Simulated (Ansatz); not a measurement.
# BH2Cl + SiH4: a complex and its separated parts

The complex below is one end of an elementary step. How strongly is it bound against its free parts?

Program: Ansatz 0.2.0, Gaussian basis. Level of theory: PBE0-D4/def2-TZVP structures, single points in def2-TZVPP, no counterpoise correction. These are calculated values, not measurements.

Levels: SPW92, PBE-D4, BLYP-D4, r2SCAN-D4, B97M-V, PBE0-D4, B3LYP-D4, r2SCAN0-D4, BHLYP-D4, CAM-B3LYP-D4, wB97X-V, wB97M-V, B2PLYP, PBE-QIDH, RPA on PBE, Hartree-Fock, MP2, CCSD, CCSD(T).

Cores are frozen in the correlated methods. B3LYP uses VWN-RPA correlation. B2PLYP carries no dispersion term here.

94 further runs of the same task are left out: 94 set aside as unsound or not needed.

### 1 The system as given

The complex: 9 atoms, charge 0, spin multiplicity 1.

Atoms are counted from 1 here; the program's logs count them from 0.

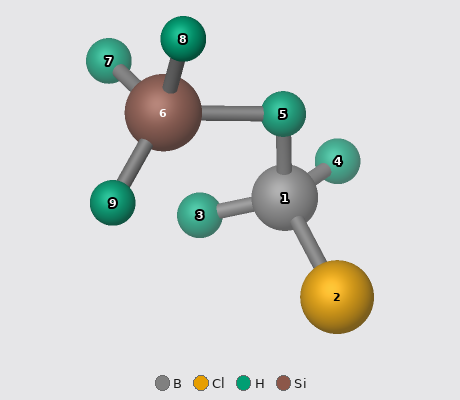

As it starts; boron grey, chlorine amber, hydrogen teal, silicon brown; atoms are numbered from 1 in the order of the file.

As a file:

```xyz
9

B    -1.0046   -0.4352   -0.3495
Cl   -1.5860    0.5425   -1.7540
H    -0.0783   -1.1821   -0.6082
H    -1.8170   -0.9777    0.3410
H    -0.6380    0.4315    0.5861
Si    0.9603    0.3303    0.3858
H     1.4644   -0.8054    1.1834
H     1.1275    1.5918    1.1588
H     1.5717    0.5040   -0.9436
```

Its parts: BH2Cl holds atoms 1, 2, 3, 4; SiH4 holds atoms 5, 6, 7, 8, 9. Each part counts its atoms afresh in its own runs.

### 2 Relaxing BH2Cl alone

Contents of relax-a/in.yaml:

```yaml
crystal:
  periodic: [false, false, false]
  atoms:
    - {symbol: B, position_ang: [-1.004611, -0.435217, -0.349466]}
    - {symbol: Cl, position_ang: [-1.586016, 0.542534, -1.753980]}
    - {symbol: H, position_ang: [-0.078282, -1.182059, -0.608224]}
    - {symbol: H, position_ang: [-1.816969, -0.977734, 0.341047]}
basis:
  gaussian: {orbitals: def2-TZVP}
hamiltonian: {xc: pbe0, dispersion: d4}
relax: {f_tol: 0.005, max_steps: 200}
```

Started as:

```console
$ ansatz run in.yaml --threads 2 --pin off --events-out ev --progress --plain --max-ram 4352MiB
```

The runs that follow: Relaxing SiH4 alone; SPW92/def2-TZVPP; PBE-D4/def2-TZVPP; BLYP-D4/def2-TZVPP; r2SCAN-D4/def2-TZVPP; B97M-V/def2-TZVPP; PBE0-D4/def2-TZVPP; B3LYP-D4/def2-TZVPP; r2SCAN0-D4/def2-TZVPP; BHLYP-D4/def2-TZVPP; CAM-B3LYP-D4/def2-TZVPP; wB97X-V/def2-TZVPP; wB97M-V/def2-TZVPP; B2PLYP/def2-TZVPP; PBE-QIDH/def2-TZVPP; RPA on PBE/def2-TZVPP; CCSD(T)/def2-TZVPP; Vibrations of BH2Cl; Vibrations of SiH4.

**Question.** What will these runs give? Wanted: complex less parts, CCSD(T)/def2-TZVPP; with zero-point energy; largest T1 diagnostic.

As calculated:

```
                              quantity           value
complex less parts, CCSD(T)/def2-TZVPP  +1.81 kcal/mol
                with zero-point energy  +5.31 kcal/mol
                 largest T1 diagnostic           0.012
```

At CCSD(T) the complex lies 1.81 kcal/mol above its parts. Among the functionals B3LYP-D4 lands nearest to CCSD(T) (-0.02 kcal/mol) and SPW92 farthest (-16.31 kcal/mol). Mean unsigned error by rung: LDA 16.31, GGA 3.77, meta-GGA 3.62, hybrid 3.15, range-separated hybrid 1.25, double hybrid 2.77 kcal/mol. PBE-D4 gives a relative energy 7.50 kcal/mol too low, an error of 414 % of the reference. No counterpoise was applied, and triple zeta lacks some correlation, so the CCSD(T) reference has a basis error of its own, and close matches with it are partly luck.
